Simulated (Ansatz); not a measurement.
# Fields on a plane of Pd (fcc, Cu type)

```
CELL_PARAMETERS angstrom
      0.00000     1.97138     1.97138
      1.97138     0.00000     1.97138
      1.97138     1.97138     0.00000
ATOMIC_POSITIONS crystal
  Pd 0.00000 0.00000 0.00000
```

The slice is a {100} plane (indices of the conventional cell) through the point (0.000, 0.000, 0.000) (fractional), spanned by u = [100] and v = [0 1 -1] in vectors of this cell: u (2.79 Å) and v (2.79 Å, at 90° to u). It covers one period; positions are fractions (u, v).

Atoms on it: Pd at (0.00, 0.00).

Method: PBE (plane waves to 420 eV, PAW, scalar-relativistic; Ansatz, an electronic-structure program). k mesh 20×20×20. Near the nuclei the fields are pseudised (PAW); where an atom keeps semicore shells as valence, they peak there. Pd is run without spin polarisation. Pd was relaxed with its symmetry unable to fall.

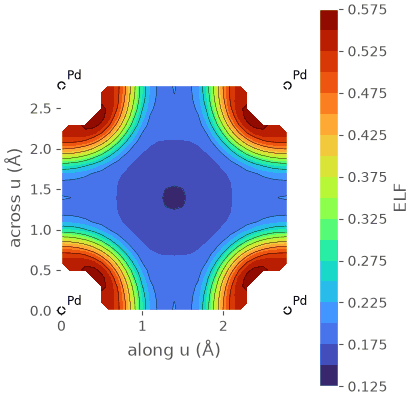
Electron localisation function (ELF), one period of the plane, atoms marked. Points within 0.5 Å of a nucleus are left white, as the pseudised field means little there.

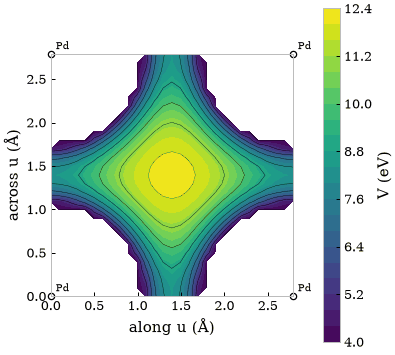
Electrostatic potential energy of an electron, from the cell's mean, in eV, one period of the plane, atoms marked. Points within 1 Å of a nucleus are left white, as the pseudised field means little there. Values under 4 eV are set to 4. The zero, the cell's mean, hangs on the PAW cores.

The density on the Pd–Pd line (2.79 Å) at its midpoint comes out as 0.28 e/Å³ and the ELF at that point is 0.20.
